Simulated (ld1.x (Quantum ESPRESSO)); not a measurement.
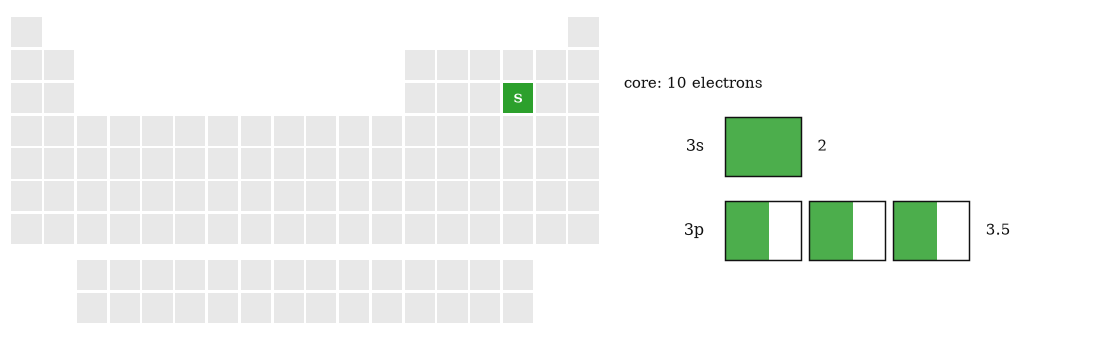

Fig. 1: Left, the place of sulfur in the periodic table; right, the valence shells of the reference configuration: a box for each of the 2l + 1 orbitals, shaded by the share of the shell that is filled, with the electron count at the right.

Pseudopotential generation: S (part 1 of 2)

System: sulfur (S, Z = 16), core [Ne], reference valence 3s2 3p3.5 (an ion of charge +0.5), valence charge 6.
Method: TM potential, Wu–Cohen, scalar-relativistic, made with ld1.x (Quantum ESPRESSO) 7.5.

## The program's output
```
     Program LD1 v.7.5
     --------------------------- All-electron run ----------------------------

     S
     scalar relativistic calculation

     atomic number is 16.00
     dft =WC   lsd =0 sic =0 latt =0  beta=0.20 tr2=1.0E-14
     Exchange-correlation= WC
                           (   1   4  11   4   0   0   0)
     mesh =1151 r(mesh) =  99.72449 a.u. xmin = -7.00 dx = 0.01250
     1 Ry =  13.60569312 eV, c = 137.03599908

     n l     nl                  e(Ry)          e(Ha)          e(eV)
     1 0     1S 1( 2.00)      -177.1437       -88.5719     -2410.1633
     2 0     2S 1( 2.00)       -15.9457        -7.9729      -216.9529
     2 1     2P 1( 6.00)       -11.9121        -5.9561      -162.0729
     3 0     3S 1( 2.00)        -1.6315        -0.8157       -22.1975
     3 1     3P 1( 3.50)        -0.8585        -0.4292       -11.6801

     final scf error:  6.9E-15 reached in  25 iterations

     Etot =    -797.225661 Ry,    -398.612831 Ha,  -10846.807698 eV

     Ekin =     800.276387 Ry,     400.138193 Ha,   10888.314934 eV
     Encl =   -1895.791839 Ry,    -947.895919 Ha,  -25793.561981 eV
     Eh   =     348.384463 Ry,     174.192231 Ha,    4740.012091 eV
     Exc  =     -50.094673 Ry,     -25.047336 Ha,    -681.572742 eV

     normalization and overlap integrals

     s(1S/1S) =  1.000000  <r> =   0.0969  <r2> =    0.0126  r(max) =   0.0633
     s(2S/2S) =  1.000000  <r> =   0.4795  <r2> =    0.2737  r(max) =   0.3877
     s(2P/2P) =  1.000000  <r> =   0.4426  <r2> =    0.2450  r(max) =   0.3254
     s(3S/3S) =  1.000000  <r> =   1.6657  <r2> =    3.2168  r(max) =   1.4048
     s(3P/3P) =  1.000000  <r> =   1.9707  <r2> =    4.6177  r(max) =   1.5721

     ------------------------ End of All-electron run ------------------------

     --------------------- Generating NC pseudopotential ---------------------

      Generating local potential from pseudized AE potential:
      Matching radius rcloc =   1.7000

      Local pseudo, rcloc= 1.695 Estimated cut-off energy=     8.40 Ry

      Computing core charge for nlcc:

       r > 0.71 : true rho core
      Core charge pseudized with two Bessel functions
      Integrated core pseudo-charge :   7.00

      Wfc   3S  rcut= 1.108  Using Troullier-Martins method

      Wfc   3P  rcut= 1.920  Using Troullier-Martins method

      Wfc   3D  rcut= 1.873  Using Troullier-Martins method

     ------------------- End of pseudopotential generation -------------------

     --------------------------- All-electron run ----------------------------

     S
     scalar relativistic calculation

     atomic number is 16.00
     dft =WC   lsd =0 sic =0 latt =0  beta=0.20 tr2=1.0E-14
     Exchange-correlation= WC
                           (   1   4  11   4   0   0   0)
     mesh =1151 r(mesh) =  99.72449 a.u. xmin = -7.00 dx = 0.01250
     1 Ry =  13.60569312 eV, c = 137.03599908

     n l     nl                  e(Ry)          e(Ha)          e(eV)
     1 0     1S 1( 2.00)      -177.1437       -88.5719     -2410.1633
     2 0     2S 1( 2.00)       -15.9457        -7.9729      -216.9529
     2 1     2P 1( 6.00)       -11.9121        -5.9561      -162.0729
     3 0     3S 1( 2.00)        -1.6315        -0.8157       -22.1975
     3 1     3P 1( 3.50)        -0.8585        -0.4292       -11.6801

     final scf error:  6.9E-15 reached in  25 iterations

     Etot =    -797.225661 Ry,    -398.612831 Ha,  -10846.807698 eV

     Ekin =     800.276387 Ry,     400.138193 Ha,   10888.314934 eV
     Encl =   -1895.791839 Ry,    -947.895919 Ha,  -25793.561981 eV
     Eh   =     348.384463 Ry,     174.192231 Ha,    4740.012091 eV
     Exc  =     -50.094673 Ry,     -25.047336 Ha,    -681.572742 eV

     normalization and overlap integrals

     s(1S/1S) =  1.000000  <r> =   0.0969  <r2> =    0.0126  r(max) =   0.0633
     s(2S/2S) =  1.000000  <r> =   0.4795  <r2> =    0.2737  r(max) =   0.3877
     s(2P/2P) =  1.000000  <r> =   0.4426  <r2> =    0.2450  r(max) =   0.3254
     s(3S/3S) =  1.000000  <r> =   1.6657  <r2> =    3.2168  r(max) =   1.4048
     s(3P/3P) =  1.000000  <r> =   1.9707  <r2> =    4.6177  r(max) =   1.5721

     ------------------------ End of All-electron run ------------------------

     Computing logarithmic derivative in   2.10893
     Computing logarithmic derivative in   2.10893
     Computing the partial wave expansion
     R is outside the sphere for l=    0 j= 0.00
     R is outside the sphere for l=    1 j= 0.00
     R is outside the sphere for l=    2 j= 0.00

     ---------------------- Testing the pseudopotential ----------------------

     S
     scalar relativistic calculation

     atomic number is 16.00   valence charge is  6.00
     dft =WC   lsd =0 sic =0 latt =0  beta=0.20 tr2=1.0E-14
     mesh =1151 r(mesh) =  99.72449 xmin = -7.00 dx = 0.01250

     n l     nl             e AE (Ry)        e PS (Ry)    De AE-PS (Ry)
     1 0     3S   1( 2.00)       -1.63149       -1.63149       -0.00000
     2 1     3P   1( 3.50)       -0.85847       -0.85848        0.00000

     eps = 8.6E-16  iter =  4

     Etot =    -797.225661 Ry,    -398.612831 Ha,  -10846.807698 eV
     Etotps =   -38.975704 Ry,     -19.487852 Ha,    -530.291465 eV

     Ekin =       6.985973 Ry,       3.492986 Ha,      95.049004 eV
     Encl =     -40.009725 Ry,     -20.004862 Ha,    -544.360038 eV
     Ehrt =      14.688006 Ry,       7.344003 Ha,     199.840497 eV
     Ecxc =     -23.404604 Ry,     -11.702302 Ha,    -318.435862 eV
     (Ecc =     -19.070315 Ry,      -9.535158 Ha,    -259.464858 eV)
     Epseu=       2.764647 Ry,       1.382323 Ha,      37.614935 eV

     ---------------------- End of pseudopotential test ----------------------
```

## Output of the test run (extracts)
```
     ---------------------- Testing the pseudopotential ----------------------

     S
     scalar relativistic calculation

     atomic number is 16.00   valence charge is  6.00
     dft =WC   lsd =0 sic =0 latt =0  beta=0.20 tr2=1.0E-14
     mesh =1151 r(mesh) =  99.72449 xmin = -7.00 dx = 0.01250

     n l     nl             e AE (Ry)        e PS (Ry)    De AE-PS (Ry)
     1 0     3S   1( 2.00)       -1.63149       -1.63149       -0.00000
     2 1     3P   1( 3.50)       -0.85847       -0.85848        0.00000

     eps = 3.9E-15  iter =  4

     Etot =    -797.225661 Ry,    -398.612831 Ha,  -10846.807698 eV
     Etotps =   -38.975704 Ry,     -19.487852 Ha,    -530.291468 eV

     Ekin =       6.985973 Ry,       3.492986 Ha,      95.048998 eV
     Encl =     -40.009725 Ry,     -20.004862 Ha,    -544.360034 eV
     Ehrt =      14.688005 Ry,       7.344003 Ha,     199.840495 eV
     Ecxc =     -23.404604 Ry,     -11.702302 Ha,    -318.435861 eV
     (Ecc =     -19.070315 Ry,      -9.535158 Ha,    -259.464858 eV)
     Epseu=       2.764647 Ry,       1.382323 Ha,      37.614933 eV

     ---------------------- End of pseudopotential test ----------------------

     ---------------------- Testing the pseudopotential ----------------------

     S
     scalar relativistic calculation

     atomic number is 16.00   valence charge is  6.00
     dft =WC   lsd =0 sic =0 latt =0  beta=0.20 tr2=1.0E-14
     mesh =1151 r(mesh) =  99.72449 xmin = -7.00 dx = 0.01250

     n l     nl             e AE (Ry)        e PS (Ry)    De AE-PS (Ry)
     1 0     3S   1( 2.00)       -1.26468       -1.26503        0.00035
     2 1     3P   1( 4.00)       -0.51311       -0.51333        0.00022

     eps = 6.5E-15  iter =  9

     Etot =    -797.567217 Ry,    -398.783608 Ha,  -10851.454796 eV
     Etotps =   -39.317351 Ry,     -19.658676 Ha,    -534.939814 eV
     dEtot_ae =      -0.341555 Ry
     dEtot_ps =      -0.341647 Ry,   Delta E=       0.000092 Ry

     Ekin =       7.251479 Ry,       3.625740 Ha,      98.661405 eV
     Encl =     -42.428566 Ry,     -21.214283 Ha,    -577.270042 eV
     Ehrt =      16.804803 Ry,       8.402402 Ha,     228.640993 eV
     Ecxc =     -23.697974 Ry,     -11.848987 Ha,    -322.427360 eV
     (Ecc =     -19.070315 Ry,      -9.535158 Ha,    -259.464858 eV)
     Epseu=       2.752906 Ry,       1.376453 Ha,      37.455191 eV

     ---------------------- End of pseudopotential test ----------------------

     ---------------------- Testing the pseudopotential ----------------------

     S
     scalar relativistic calculation

     atomic number is 16.00   valence charge is  6.00
     dft =WC   lsd =0 sic =0 latt =0  beta=0.20 tr2=1.0E-14
     mesh =1151 r(mesh) =  99.72449 xmin = -7.00 dx = 0.01250

     n l     nl             e AE (Ry)        e PS (Ry)    De AE-PS (Ry)
     1 0     3S   1( 2.00)       -2.02782       -2.02718       -0.00064
     2 1     3P   1( 3.00)       -1.23308       -1.23258       -0.00050

     eps = 5.6E-15  iter =  9

     Etot =    -796.703936 Ry,    -398.351968 Ha,  -10839.709266 eV
     Etotps =   -38.454051 Ry,     -19.227026 Ha,    -523.194024 eV
     dEtot_ae =       0.521725 Ry
     dEtot_ps =       0.521653 Ry,   Delta E=       0.000073 Ry

     Ekin =       6.620386 Ry,       3.310193 Ha,      90.074945 eV
     Encl =     -37.343431 Ry,     -18.671716 Ha,    -508.083267 eV
     Ehrt =      12.583282 Ry,       6.291641 Ha,     171.204277 eV
     Ecxc =     -23.081133 Ry,     -11.540566 Ha,    -314.034806 eV
     (Ecc =     -19.070315 Ry,      -9.535158 Ha,    -259.464858 eV)
     Epseu=       2.766844 Ry,       1.383422 Ha,      37.644827 eV

     ---------------------- End of pseudopotential test ----------------------

     ---------------------- Testing the pseudopotential ----------------------

     S
     scalar relativistic calculation

     atomic number is 16.00   valence charge is  6.00
     dft =WC   lsd =0 sic =0 latt =0  beta=0.20 tr2=1.0E-14
     mesh =1151 r(mesh) =  99.72449 xmin = -7.00 dx = 0.01250

     n l     nl             e AE (Ry)        e PS (Ry)    De AE-PS (Ry)
     1 0     3S   1( 2.00)       -2.89363       -2.89068       -0.00295
     2 1     3P   1( 2.00)       -2.05612       -2.05349       -0.00263

     eps = 9.8E-16  iter =  9

     Etot =    -795.067037 Ry,    -397.533518 Ha,  -10817.438114 eV
     Etotps =   -36.818471 Ry,     -18.409235 Ha,    -500.940815 eV
     dEtot_ae =       2.158625 Ry
     dEtot_ps =       2.157233 Ry,   Delta E=       0.001391 Ry

     Ekin =       5.587535 Ry,       2.793767 Ha,      76.022281 eV
     Encl =     -31.369329 Ry,     -15.684665 Ha,    -426.801466 eV
     Ehrt =       8.599528 Ry,       4.299764 Ha,     117.002534 eV
     Ecxc =     -22.367397 Ry,     -11.183698 Ha,    -304.323933 eV
     (Ecc =     -19.070315 Ry,      -9.535158 Ha,    -259.464858 eV)
     Epseu=       2.731193 Ry,       1.365596 Ha,      37.159770 eV

     ---------------------- End of pseudopotential test ----------------------

     ---------------------- Testing the pseudopotential ----------------------

     S
     scalar relativistic calculation

     atomic number is 16.00   valence charge is  6.00
     dft =WC   lsd =0 sic =0 latt =0  beta=0.20 tr2=1.0E-14
     mesh =1151 r(mesh) =  99.72449 xmin = -7.00 dx = 0.01250

     n l     nl             e AE (Ry)        e PS (Ry)    De AE-PS (Ry)
     1 0     3S   1( 2.00)       -3.83977       -3.83308       -0.00669  !
     2 1     3P   1( 1.00)       -2.96178       -2.95515       -0.00663  !

     eps = 9.1E-15  iter =  7

     Etot =    -792.564423 Ry,    -396.282211 Ha,  -10783.388314 eV
     Etotps =   -34.320170 Ry,     -17.160085 Ha,    -466.949697 eV
     dEtot_ae =       4.661239 Ry
     dEtot_ps =       4.655534 Ry,   Delta E=       0.005704 Ry

     Ekin =       4.146446 Ry,       2.073223 Ha,      56.415277 eV
     Encl =     -24.646690 Ry,     -12.323345 Ha,    -335.335302 eV
     Ehrt =       5.147977 Ry,       2.573989 Ha,      70.041800 eV
     Ecxc =     -21.594893 Ry,     -10.797447 Ha,    -293.813490 eV
     (Ecc =     -19.070315 Ry,      -9.535158 Ha,    -259.464858 eV)
     Epseu=       2.626990 Ry,       1.313495 Ha,      35.742019 eV

     ---------------------- End of pseudopotential test ----------------------

     ---------------------- Testing the pseudopotential ----------------------

     S
     scalar relativistic calculation

     atomic number is 16.00   valence charge is  6.00
     dft =WC   lsd =0 sic =0 latt =0  beta=0.20 tr2=1.0E-14
     mesh =1151 r(mesh) =  99.72449 xmin = -7.00 dx = 0.01250

     n l     nl             e AE (Ry)        e PS (Ry)    De AE-PS (Ry)
     1 0     3S   1( 0.00)       -1.36077       -1.36108        0.00031
     2 1     3P   1( 6.00)       -0.59161       -0.59144       -0.00017

     eps = 6.0E-15  iter =  9

     Etot =    -796.045973 Ry,    -398.022986 Ha,  -10830.757214 eV
     Etotps =   -37.795526 Ry,     -18.897763 Ha,    -514.234329 eV
     dEtot_ae =       1.179689 Ry
     dEtot_ps =       1.180178 Ry,   Delta E=      -0.000489 Ry

     Ekin =       8.827923 Ry,       4.413962 Ha,     120.110014 eV
     Encl =     -41.321370 Ry,     -20.660685 Ha,    -562.205881 eV
     Ehrt =      16.289320 Ry,       8.144660 Ha,     221.627490 eV
     Ecxc =     -23.504021 Ry,     -11.752010 Ha,    -319.788493 eV
     (Ecc =     -19.070315 Ry,      -9.535158 Ha,    -259.464858 eV)
     Epseu=       1.912622 Ry,       0.956311 Ha,      26.022541 eV

     ---------------------- End of pseudopotential test ----------------------
```

(Continued in part 2.) Outcome of the run: generated.
